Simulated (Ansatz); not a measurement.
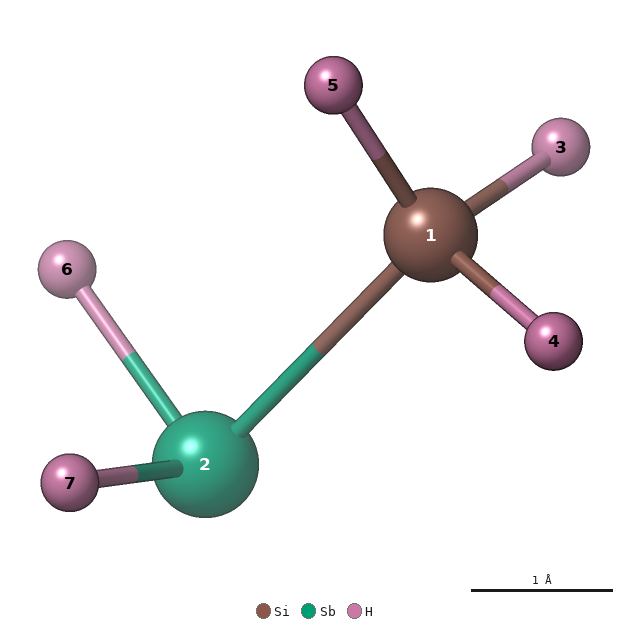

Simulated data, not a measurement (program: Ansatz).

Orthographic view. Depth is shown by fading: the farther an atom, the more it takes the colour of the background. Geometry: atoms displaced at random (about 0.02 Å) from a stationary point of PBE0-D4.

Give the geometry as a Z-matrix, atoms in numerical order, with these reference atoms: 2 to 1; 3 to 1, 2; 4 to 1, 3, 2; 5 to 1, 4, 3; 6 to 2, 1, 5; 7 to 2, 6, 1.

```
Si 
Sb   1   2.591
H    1   1.520   2   108.6
H    1   1.488   3   106.1   2   118.0
H    1   1.480   4   108.6   3  -117.7
H    2   1.786   1    89.6   5    43.8
H    2   1.731   6    90.1   1    90.2
```
